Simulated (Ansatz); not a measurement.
## Molecular dynamics of ZnH8Cl2O4 (part 3 of 3)

The same run, continued: ZnH8Cl2O4 (disordered cell, 15 atoms in the cell); DFT LDA, scalar-relativistic, plane waves, PAW, no spin polarisation (Ansatz 0.2.0); cutoff 420 eV, 1×1×1 k-mesh, Fermi–Dirac smearing of 0.05 eV. It belongs to a series of runs on one base structure; here: dynamics from the start.

Geometry of the input (Å; fractional positions):
```
6.2300  0.0000  0.0000
0.0000  6.2300  0.0000
0.0000  0.0000  6.2300
O  0.6401  0.2412  0.2746
H  0.7010  0.3547  0.1791
H  0.5639  0.1226  0.1839
O  0.2982  0.0493  0.5325
H  0.3188  -0.0370  0.3919
H  0.2951  -0.0574  0.6484
O  0.0960  0.6320  0.4709
H  -0.0146  0.7453  0.4546
H  0.0866  0.5558  0.3300
O  1.0572  0.4084  0.0918
H  1.1498  0.4782  -0.0167
H  1.1151  0.2607  0.0928
Zn 0.4842  0.2952  0.5291
Cl 0.3965  0.8886  0.1108
Cl 0.5076  0.4996  0.7914
```

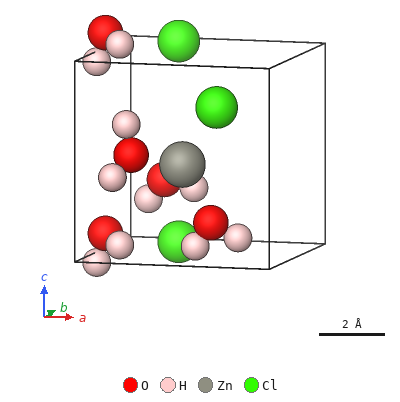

The geometry at step 228 of the log (spheres-only view of the cell of the calculation, seen slightly off an axis).

## Trajectory as extended XYZ, continued
```
15
Lattice="6.2300 0.0000 0.0000 0.0000 6.2300 0.0000 0.0000 0.0000 6.2300" Properties=species:S:1:pos:R:3:forces:R:3 step=145 time_fs=72.5 energy=-7682.18486 temperature=1765.8
O     3.6049    1.7073    1.3852   -0.2524  -2.9324  -0.4923
H     4.5921    1.5689    1.2992   -0.6614   0.4157  -0.0061
H     3.1212    0.7499    0.8140    0.7717   1.8675   0.8701
O     1.9012    0.4568    3.6317   -1.2890  -0.2613  -0.6095
H     1.0825    0.1745    3.1636    0.6094  -0.2829   0.6083
H     2.0111    0.1578    4.6555   -0.5495  -0.1080  -0.7851
O     1.2661    4.1883    2.3886   -0.5016   3.2087  -0.6391
H     1.0661    4.8226    1.5739    0.8960  -1.8416   1.7118
H     1.3203    3.3273    1.9905   -0.5449  -1.1319  -1.1654
O     6.6629    2.2033    0.8533   -2.3559   2.3238  -1.0856
H     6.3111    2.7696    0.0486    0.9666  -1.4515   1.9466
H     7.2364    1.5466    0.4933    1.1467  -1.4340  -1.1489
Zn    2.9630    1.8253    3.1855    1.2535   1.5474  -0.1882
Cl    2.1756    5.7183   -0.1328    0.4186   0.2346   1.7392
Cl    3.4536    2.9737    4.9310    0.0921  -0.1539  -0.7557
15
Lattice="6.2300 0.0000 0.0000 0.0000 6.2300 0.0000 0.0000 0.0000 6.2300" Properties=species:S:1:pos:R:3:forces:R:3 step=155 time_fs=77.5 energy=-7682.27438 temperature=1946.9
O     3.6219    1.7363    1.4085   -0.8623  -1.3234   0.0567
H     4.5725    1.5854    1.2069    0.0457   0.1889  -0.0483
H     3.0310    0.9741    1.0157    0.9758   0.5125  -0.5376
O     1.8861    0.4572    3.6639    0.0181   0.9108  -0.5096
H     1.1068    0.1521    3.1802   -0.1603  -0.4613   0.3611
H     2.0048    0.2317    4.7516   -0.5927  -0.2000  -1.2106
O     1.3391    4.2413    2.3793   -0.2410  -2.0836   2.6750
H     1.3941    4.9046    1.7274    0.5611   1.0928  -2.3120
H     1.4799    3.3403    2.0034   -0.6167   0.8950  -0.7214
O     6.6743    2.1545    0.8501    0.1846  -2.3881  -2.0546
H     6.5048    2.8283    0.1757   -0.2272   1.0091   0.0797
H     6.9074    1.3996    0.1510   -0.0322   1.0112   2.0502
Zn    2.9396    1.8564    3.1342    0.7585   1.0657   1.1937
Cl    2.1202    5.7290   -0.1394    0.2186  -0.0673   1.8039
Cl    3.4971    2.9446    4.9171   -0.0300  -0.1624  -0.8260
15
Lattice="6.2300 0.0000 0.0000 0.0000 6.2300 0.0000 0.0000 0.0000 6.2300" Properties=species:S:1:pos:R:3:forces:R:3 step=166 time_fs=83.0 energy=-7681.64177 temperature=2006.2
O     3.6552    1.7806    1.4533   -1.1206  -2.4400  -2.5562
H     4.5527    1.6957    0.9928   -0.9127   0.3936   0.8557
H     2.9228    1.1080    0.9313    2.0130   1.1182   0.2902
O     1.8878    0.4659    3.6788   -3.7607  -0.3152  -5.6812
H     1.0364   -0.0766    3.2666    2.9801   1.6337   0.9494
H     1.9197    0.1355    4.5575    0.4691  -0.7815   2.9832
O     1.4174    4.2791    2.3831    0.7866   0.3658  -2.0048
H     1.7139    4.9809    1.6737   -0.2560  -0.3198   1.1104
H     1.5781    3.5789    1.6974   -0.4858  -0.3483   0.7543
O     6.6757    2.0706    0.7951   -0.3391   4.5058   1.0851
H     6.6846    3.0679    0.4014   -0.2774  -3.3000   0.6551
H     6.6095    1.4224    0.1221    0.3971  -1.2334  -1.9300
Zn    2.9191    1.9083    3.0781    0.2731   0.8766   1.9924
Cl    2.0403    5.7509   -0.1191    0.3179  -0.1391   1.9959
Cl    3.5414    2.9242    4.8687   -0.0845  -0.0163  -0.4996
15
Lattice="6.2300 0.0000 0.0000 0.0000 6.2300 0.0000 0.0000 0.0000 6.2300" Properties=species:S:1:pos:R:3:forces:R:3 step=176 time_fs=88.0 energy=-7680.95495 temperature=1752.1
O     3.6742    1.8234    1.4771   -1.9739  -3.0414  -4.1863
H     4.4538    1.9276    0.8871    0.1529   0.3781   0.5145
H     2.9267    1.1531    0.7953    2.0260   1.4007   1.4469
O     1.8440    0.4638    3.6287    2.7320   2.9911   2.4300
H     1.2555   -0.1674    3.3768   -3.1292  -2.9955  -2.4895
H     1.8832    0.0619    4.7076    0.6467   1.3345  -1.6132
O     1.4598    4.2852    2.3351    1.2691   0.2685  -1.4617
H     2.0055    5.0000    1.8568   -0.4384  -0.1715   1.1927
H     1.5016    3.7805    1.4891   -0.4750  -0.5321   0.5658
O     6.6786    2.0554    0.7629   -1.5186  -8.4464   1.1904
H     6.7686    2.8968    0.5595    0.1299   6.3214  -2.8239
H     6.4642    1.3668    0.0209    1.0391   2.1179   1.3026
Zn    2.8965    1.9670    3.0265   -0.8955   0.2091   2.5473
Cl    1.9632    5.7709   -0.0859    0.4885  -0.0353   1.4247
Cl    3.5701    2.9011    4.8169   -0.0536   0.2010  -0.0401
15
Lattice="6.2300 0.0000 0.0000 0.0000 6.2300 0.0000 0.0000 0.0000 6.2300" Properties=species:S:1:pos:R:3:forces:R:3 step=186 time_fs=93.0 energy=-7681.37612 temperature=1964.9
O     3.6679    1.8285    1.4633    3.6894   1.8112   0.1180
H     4.3892    2.2550    0.9377    0.1882   0.1543   0.5512
H     3.2144    1.3472    0.8513   -2.8966  -3.1354  -3.6367
O     1.7969    0.4512    3.5844   -0.9678  -1.3797  -1.5126
H     1.2201   -0.3949    3.1657    1.5170   2.7337   1.5598
H     2.0573    0.2321    4.5936   -0.6290  -0.2594  -0.6632
O     1.5167    4.2993    2.2441    0.0754  -0.6370   1.9953
H     2.0894    5.1038    2.1865    0.1871  -0.9098  -1.2581
H     1.3000    3.8708    1.3977    0.5044   0.9127  -0.1326
O     6.7036    2.0287    0.7359   -0.0691   5.5305   0.4503
H     6.7247    3.0437    0.3035   -0.2597  -3.6093   0.9882
H     6.5057    1.5009   -0.0126   -0.0170  -1.5670  -1.8000
Zn    2.8737    2.0149    2.9751   -1.8132   0.0425   2.9282
Cl    1.8866    5.7786   -0.0579    0.4889  -0.0324   0.1452
Cl    3.5917    2.8815    4.7485    0.0018   0.3452   0.2671
15
Lattice="6.2300 0.0000 0.0000 0.0000 6.2300 0.0000 0.0000 0.0000 6.2300" Properties=species:S:1:pos:R:3:forces:R:3 step=197 time_fs=98.5 energy=-7681.07274 temperature=1579.1
O     3.7168    1.8312    1.4184   -0.6415  -2.1521  -3.8327
H     4.3333    2.5529    1.1329   -0.3150  -0.8164  -0.3617
H     3.1922    1.2184    0.5314    1.2266   1.6058   2.5206
O     1.7409    0.4260    3.4957    4.5226   7.0681   1.8264
H     1.2766   -0.2466    3.1643   -3.3235  -4.9439  -1.8514
H     2.1145    0.3957    4.4322   -1.0218  -1.2415   0.0114
O     1.5392    4.3077    2.1787    0.4461  -0.4832   0.6529
H     2.2275    5.0462    2.1315   -0.9139  -1.2666  -0.7221
H     1.1678    4.1657    1.2542    1.0126   0.6511   1.0652
O     6.7303    2.0498    0.6944   -0.1688  -3.5321   0.1766
H     6.5586    2.7707    0.1776   -0.6705   4.5693  -1.8751
H     6.5881    1.4542   -0.1120    0.6356  -0.6949   1.6512
Zn    2.8640    2.0693    2.9412   -1.8802  -0.2401   0.5694
Cl    1.8108    5.7671   -0.0333    0.9813   0.8886  -0.6042
Cl    3.6165    2.8588    4.6782    0.1107   0.5880   0.7735
15
Lattice="6.2300 0.0000 0.0000 0.0000 6.2300 0.0000 0.0000 0.0000 6.2300" Properties=species:S:1:pos:R:3:forces:R:3 step=207 time_fs=103.5 energy=-7681.42633 temperature=1477.5
O     3.7665    1.8158    1.3045    3.2740   3.7933   7.0063
H     4.3641    2.5766    1.1471    0.0633  -0.8180  -0.9948
H     3.3682    1.3651    0.6820   -3.3200  -3.5929  -6.2963
O     1.7328    0.4224    3.4293   -1.1242  -1.0497  -0.6869
H     1.1106   -0.4794    3.1396    2.5286   2.5073   0.3713
H     1.9361    0.3256    4.4037   -0.3372  -0.3697  -0.1898
O     1.5628    4.3062    2.1462    1.2091   0.0508   0.3227
H     2.3896    4.8185    1.8808   -0.4120  -0.4103   1.0968
H     1.2342    4.5388    1.2183   -0.7070  -0.6317   0.1603
O     6.7172    2.0743    0.6532   -1.1624   1.4401  -1.7937
H     6.3553    2.8699    0.0743    1.2127  -2.4413   1.0962
H     6.8489    1.2346    0.0761   -0.1563   1.2298   0.7067
Zn    2.8532    2.1125    2.9078   -1.7617  -1.0296  -0.5214
Cl    1.7608    5.7530   -0.0250    0.4448   0.6164  -1.0341
Cl    3.6465    2.8429    4.6334    0.2483   0.7055   0.7566
15
Lattice="6.2300 0.0000 0.0000 0.0000 6.2300 0.0000 0.0000 0.0000 6.2300" Properties=species:S:1:pos:R:3:forces:R:3 step=217 time_fs=108.5 energy=-7681.48849 temperature=1735.7
O     3.8152    1.8070    1.2332   -3.4704  -2.7327  -1.7655
H     4.4288    2.4696    0.9254    0.9176   0.4886  -0.5026
H     3.2260    1.3725    0.3196    1.9126   1.4052   3.1076
O     1.7064    0.4063    3.3699    3.4380   6.4911   3.9830
H     1.2783   -0.3205    3.1386   -3.0673  -5.8439  -3.3112
H     1.6550    0.2179    4.3930    0.5725   0.7639  -0.8408
O     1.6038    4.2900    2.1206    0.4462  -0.6300   0.1266
H     2.5187    4.5358    1.8427   -0.4533   0.1429   0.3471
H     1.1455    4.6437    1.2561    0.4807  -0.8870   1.0839
O     6.6681    2.1220    0.6390    0.3237  -0.3297   1.3806
H     6.2296    2.6457   -0.0200   -0.0223   0.1878  -1.3007
H     7.0797    1.2768    0.3067   -0.5619   0.2489  -0.3581
Zn    2.8380    2.1455    2.8769   -1.2852  -1.1305  -1.4418
Cl    1.7142    5.7443   -0.0295    0.5193   1.0676  -1.3889
Cl    3.6754    2.8400    4.5957    0.2499   0.7580   0.8808
15
Lattice="6.2300 0.0000 0.0000 0.0000 6.2300 0.0000 0.0000 0.0000 6.2300" Properties=species:S:1:pos:R:3:forces:R:3 step=228 time_fs=114.0 energy=-7681.13256 temperature=1737.7
O     3.8502    1.7730    1.1340    3.3695   1.4260   4.4916
H     4.5700    2.2818    0.6266    0.5023  -0.4747   1.8785
H     3.3699    1.6946    0.3990   -4.5870  -1.5471  -4.9926
O     1.6814    0.4334    3.3252   -0.3539  -1.0652  -2.4266
H     1.3731   -0.5738    2.7441    1.7096   2.6547   2.0274
H     1.5696    0.2729    4.2923    0.1163  -0.2222   0.2112
O     1.6532    4.2357    2.0853   -1.4250  -0.8646   2.6081
H     2.5603    4.3700    1.8436    0.8973   1.0233  -1.0833
H     1.0254    4.6424    1.4120    0.9404  -0.6087  -0.9447
O     6.5782    2.2030    0.6216    0.0480  -0.3653  -3.2265
H     6.2171    2.4952   -0.3307    1.4007  -0.8247   2.4249
H     7.2665    1.4076    0.3875   -1.9734   1.1433   0.2726
Zn    2.8227    2.1760    2.8539   -0.9954  -1.8148  -1.0812
Cl    1.6703    5.7701   -0.0436    0.0875   0.7637  -0.7053
Cl    3.7268    2.8430    4.5735    0.2632   0.7763   0.5458
15
Lattice="6.2300 0.0000 0.0000 0.0000 6.2300 0.0000 0.0000 0.0000 6.2300" Properties=species:S:1:pos:R:3:forces:R:3 step=238 time_fs=119.0 energy=-7681.90895 temperature=1776.3
O     3.8975    1.7555    1.0562   -3.6770   0.1435  -1.1398
H     4.8054    2.0487    0.6791   -0.5998  -0.2112   0.6149
H     3.0660    1.8186    0.2878    3.7104  -0.4415   2.1566
O     1.6764    0.4474    3.2535    0.3676   5.3324   2.2849
H     1.7056   -0.3159    2.7541    0.0908  -3.6173  -1.8420
H     1.5877    0.2864    4.2430    0.2210  -0.4615  -0.4733
O     1.6908    4.1504    2.0704    2.4233  -0.3460   0.0874
H     2.6080    4.3537    1.6644   -1.4669  -0.0681   0.5687
H     1.1483    4.5311    1.3075   -0.0003  -0.5497  -0.0604
O     6.5117    2.2676    0.5766    0.5819  -0.8258  -1.9027
H     6.4875    2.1991   -0.4101   -1.0439   1.2455  -0.1718
H     7.1939    1.5296    0.4575   -0.3654  -0.6591   1.5925
Zn    2.8097    2.1916    2.8246   -0.2617  -1.0227  -1.2113
Cl    1.6665    5.7997   -0.0622    0.0865   0.8857  -0.7050
Cl    3.7810    2.8437    4.5444   -0.0662   0.5958   0.2014
15
Lattice="6.2300 0.0000 0.0000 0.0000 6.2300 0.0000 0.0000 0.0000 6.2300" Properties=species:S:1:pos:R:3:forces:R:3 step=248 time_fs=124.0 energy=-7681.65367 temperature=1716.4
O     3.9066    1.7552    0.9868    7.0628  -2.1460   9.4648
H     4.9788    1.8110    0.8736   -1.6918   0.6447  -0.6399
H     3.2987    1.9197    0.4265   -5.8036   1.6397  -7.6223
O     1.6857    0.5258    3.2160    1.5372  -2.5293  -2.1439
H     2.0330   -0.3902    2.6595   -1.5306   2.9546   1.4873
H     1.5792    0.0881    4.1125    0.2081   0.7289   0.3972
O     1.7422    4.0551    2.0463   -0.0957  -0.8430   0.2248
H     2.5183    4.3479    1.5653    1.4976   0.5452  -0.5227
H     1.1632    4.2119    1.2248   -0.3800  -0.3671   0.5209
O     6.4735    2.3012    0.5188    0.7852  -1.8037  -1.7342
H     6.5035    2.1646   -0.5207   -0.1970   0.3369   2.5578
H     7.1453    1.5522    0.8202   -1.5317   0.9003  -0.9837
Zn    2.7966    2.2058    2.7999    0.1812  -0.6962  -0.5973
Cl    1.6723    5.8478   -0.0872    0.0128   0.1158  -0.2125
Cl    3.8342    2.8482    4.5210   -0.0545   0.5191  -0.1964
15
Lattice="6.2300 0.0000 0.0000 0.0000 6.2300 0.0000 0.0000 0.0000 6.2300" Properties=species:S:1:pos:R:3:forces:R:3 step=259 time_fs=129.5 energy=-7681.80177 temperature=1988.7
O     3.9490    1.7589    0.9797   -5.1868   0.5196  -0.7996
H     4.8971    1.7065    0.9899    1.3803   0.6020  -0.7090
H     3.4356    2.1281   -0.1095    2.4503  -1.1961   2.9033
O     1.7068    0.5939    3.1805   -2.4482   3.7195   3.3923
H     2.1516   -0.0351    2.7511    2.8133  -4.3261  -4.0092
H     1.6472    0.0754    4.0697   -0.2156   1.2640   0.6153
O     1.8126    3.9453    2.0323    1.1156  -0.8528   0.0767
H     2.5342    4.4500    1.5495   -0.8493  -0.2432  -0.1411
H     1.1592    3.7136    1.3039    0.0161  -0.0256   0.0057
O     6.4262    2.3433    0.4880   -0.2657   2.1803  -2.8417
H     6.6872    2.1771   -0.4982   -0.5234   0.0374   2.3304
H     6.7987    1.6447    0.9827    1.3619  -2.3252   0.6564
Zn    2.7721    2.2173    2.7761    0.4565   0.2126  -1.2187
Cl    1.6755    5.9068   -0.1171    0.0566  -0.0544  -0.4721
Cl    3.8777    2.8548    4.5059   -0.1615   0.4879   0.2114
15
Lattice="6.2300 0.0000 0.0000 0.0000 6.2300 0.0000 0.0000 0.0000 6.2300" Properties=species:S:1:pos:R:3:forces:R:3 step=269 time_fs=134.5 energy=-7682.29422 temperature=2019.1
O     3.9500    1.7772    0.9804   -0.6534  -0.7472   1.1093
H     4.9102    1.7421    0.9285    1.4585  -0.0654   1.4892
H     4.0301    2.0341    0.0425   -2.0476   0.5090  -1.2832
O     1.7467    0.6559    3.1508    1.7562  -1.0273  -2.0147
H     2.3491    0.0299    2.4799   -2.3085   1.4826   2.6642
H     1.7380    0.4158    4.1639    0.5061  -0.5140  -0.7399
O     1.9206    3.8220    1.9849   -0.9924  -1.7600  -0.1143
H     2.3458    4.5694    1.5004   -0.2877  -0.4340  -0.8531
H     1.2447    3.2911    1.3664    0.4951   1.5271  -0.0014
O     6.4100    2.3899    0.4737    1.6288  -2.6038   1.1932
H     6.8143    2.1560   -0.4242   -0.4340   0.1674   1.1759
H     6.6559    1.4832    1.0252   -0.1967   2.0510  -2.0221
Zn    2.7510    2.2313    2.7582    1.1210   0.9952  -0.3727
Cl    1.6720    5.9531   -0.1529   -0.0379   0.0453   0.0541
Cl    3.9048    2.8589    4.4788   -0.0077   0.3739  -0.2847
15
Lattice="6.2300 0.0000 0.0000 0.0000 6.2300 0.0000 0.0000 0.0000 6.2300" Properties=species:S:1:pos:R:3:forces:R:3 step=279 time_fs=139.5 energy=-7681.85096 temperature=1651.4
O     3.9432    1.7981    0.9797    3.5680  -0.6723  -1.1300
H     4.9669    1.7362    1.1697   -2.4506   0.2670   0.6821
H     4.2854    1.9667   -0.0320   -2.3745   0.0189   1.6535
O     1.8137    0.7269    3.0951   -2.0442   2.5364   2.0657
H     2.1786    0.1299    2.4984    1.1182  -2.8900  -1.4405
H     1.8741    0.6362    4.0969    0.1792  -1.3749  -0.1883
O     2.0244    3.7193    1.9136   -0.6270   1.7821  -1.0240
H     2.0927    4.5543    1.3194    0.5913  -0.3683   0.3361
H     1.3923    3.2631    1.3145   -1.2721  -0.5524  -0.5689
O     6.4085    2.4082    0.4859    2.2136  -0.8156  -2.6705
H     6.9396    2.0523   -0.3752   -1.2726   1.6684   1.2974
H     6.6014    1.5038    0.7769    0.2040  -1.3899   1.3447
Zn    2.7374    2.2438    2.7393    2.4496   1.4131  -0.3686
Cl    1.6631    5.9866   -0.1915   -0.1391   0.1191   0.2328
Cl    3.9231    2.8709    4.4583   -0.1439   0.2583  -0.2216
15
Lattice="6.2300 0.0000 0.0000 0.0000 6.2300 0.0000 0.0000 0.0000 6.2300" Properties=species:S:1:pos:R:3:forces:R:3 step=290 time_fs=145.0 energy=-7681.57666 temperature=1641.7
O     3.9829    1.7898    0.9688   -3.3010  -1.3679   5.2869
H     4.6981    1.7149    1.5592    2.2007   0.0825  -0.1370
H     3.9908    1.9148    0.0714    0.9028   0.7813  -4.1653
O     1.8480    0.8119    3.0441   -0.6905  -5.0363   0.9017
H     2.0195   -0.0495    2.4517   -0.5108   2.1650   1.3075
H     1.9743    0.4997    4.0441   -0.4345   0.1338  -1.2655
O     2.1211    3.6645    1.8140   -3.2814   2.7292  -4.2745
H     1.9691    4.4600    1.1071    1.4330  -0.1420   1.2188
H     1.3796    3.2240    1.1267    0.2953  -0.7865   1.7361
O     6.4505    2.4028    0.5003    0.5747  -2.7846   0.3917
H     6.9494    2.2015   -0.3083    0.3011   0.6173  -1.0302
H     6.4393    1.3397    0.6699    0.1855   2.2622   0.1451
Zn    2.7304    2.2722    2.7221    2.7240   1.5982  -0.0790
Cl    1.6782    6.0078   -0.2287   -0.1657  -0.2921   0.2526
Cl    3.9521    2.9064    4.4271   -0.2332   0.0399  -0.2890
15
Lattice="6.2300 0.0000 0.0000 0.0000 6.2300 0.0000 0.0000 0.0000 6.2300" Properties=species:S:1:pos:R:3:forces:R:3 step=300 time_fs=150.0 energy=-7681.48158 temperature=1474.5
O     4.0003    1.7687    1.0137   -2.4475  -0.6998  -0.1139
H     4.6554    1.7514    1.7225    1.2214   0.0275  -1.4837
H     3.8838    1.7912   -0.0442    1.3464   0.2441   2.3594
O     1.8454    0.8137    3.0112   -0.5679  -2.8083   4.0769
H     1.7045    0.0102    2.5168   -0.1946  -0.6357  -1.7119
H     2.0209    0.2903    3.9797   -0.5752   1.7509  -1.1639
O     2.1715    3.6631    1.6811   -1.8254   1.2797  -1.4633
H     2.2076    4.5147    1.1181    0.2558  -0.4309   0.0627
H     1.4302    3.0881    1.2120   -0.2192   0.7527   0.0441
O     6.5028    2.3546    0.4960    2.3179   3.1382  -2.4929
H     7.0906    2.5764   -0.4061   -2.2422  -1.6738   2.9416
H     6.4109    1.4217    0.6993    0.6425  -1.2476  -0.9151
Zn    2.7297    2.3036    2.6954    2.5167   0.9452   0.2367
Cl    1.7114    6.0278   -0.2416    0.1568  -0.4503  -0.2565
Cl    3.9790    2.9454    4.4004   -0.3856  -0.1920  -0.1202
```

## Results in brief

| quantity | value |
| --- | --- |
| outcome | finished |
| mean temperature over the second half | 1824 K |
| trajectory | 300 steps, 150 fs |
| ensemble | nvt_langevin |
| temperature in the input | 1500.0 K |
| time step | 0.5 fs |
| electrons treated | 58 |
| potential energy (free energy of the electrons) (last step) | −7681.4816 eV |
| Fermi energy (last step) | −0.191 eV |
| largest force (length of the vector) (last step) | 4.983 eV/Å |
| hardware | 1 thread of Arm Neoverse V2, 24 GiB of memory available, shared host |
| wall time | 3.1 min |
| peak memory | 0.33 GiB |

The input asks for low accuracy. The k-point mesh is coarse for a cell of this size, so the results may not be converged. So short a trajectory is not equilibrated. The logged temperature at the start can lie below the typed one, since it is counted over all degrees of freedom.
